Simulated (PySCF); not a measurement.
B3H3O3, SMILES `B1OBOBO1`.

PySCF calculation, def2-SVP basis, gas phase; geometry: GFN2-xTB. No frequency check shows the geometry to be a minimum.

Coordinates in Å:

```
B1      -1.3129   -0.3587    0.0000
O2      -0.3454   -1.3146    0.0000
B3       0.9671   -0.9577    0.0000
O4       1.3112    0.3582    0.0000
B5       0.3458    1.3163    0.0000
O6      -0.9658    0.9565    0.0000
H7      -2.4414   -0.6670    0.0000
H8       1.7983   -1.7808    0.0000
H9       0.6430    2.4478    0.0000
```

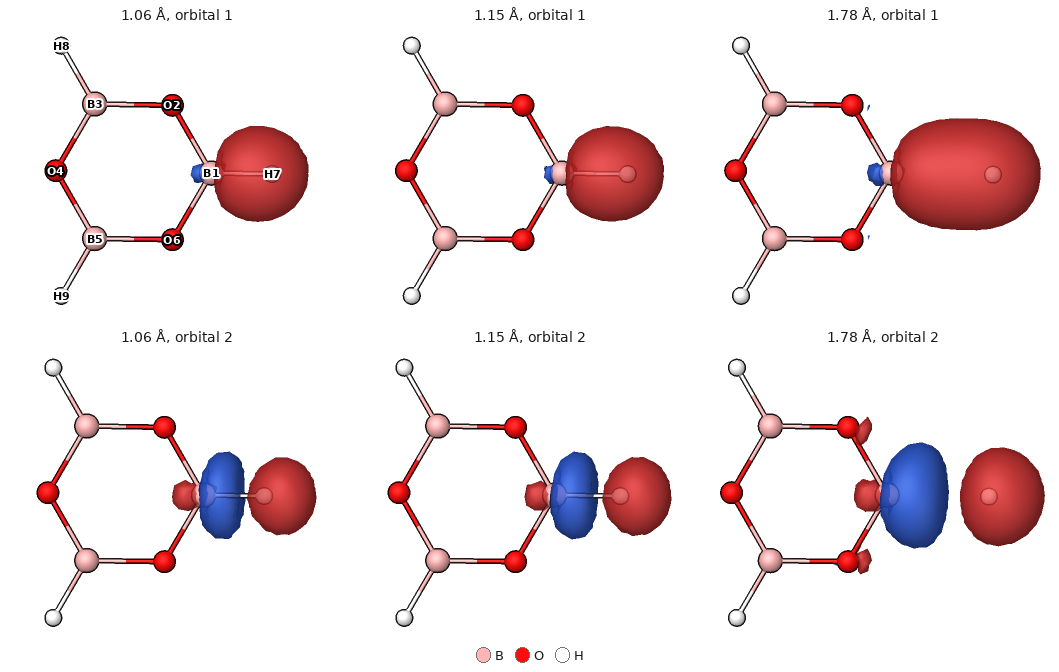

Rigid stretch of the B1–H7 bond. The two CASSCF(2,2) natural orbitals nearest half filling (orbital 1 the more occupied).

### How do the occupations change along the stretch?

1.06 Å: 1.99 and 0.01; 1.15 Å: 1.99 and 0.01; 1.78 Å: 1.92 and 0.08. At the longest distance computed (3.22 Å) they are 1.34 and 0.66, and the effective number of unpaired electrons is 1.6.

### Where does the UHF solution part from RHF?

Between 1.78 Å (⟨S²⟩ = 0, the two coincide) and 2.07 Å (⟨S²⟩ = 0.40); at 3.22 Å ⟨S²⟩ is 0.97 and UHF lies 2.9 eV below RHF.

### How much energy does the stretch cost?

By CASSCF, 4.2 eV from the lowest point of the scan (1.26 Å) to 3.22 Å; RHF gives 6.9 eV from its own lowest point. The fragments aren't relaxed and dynamic correlation is missing, so this isn't a bond dissociation energy.

Run time: 6.3 min on 1 thread of Arm Neoverse V2, on a shared host, peak memory 0.26 GiB.
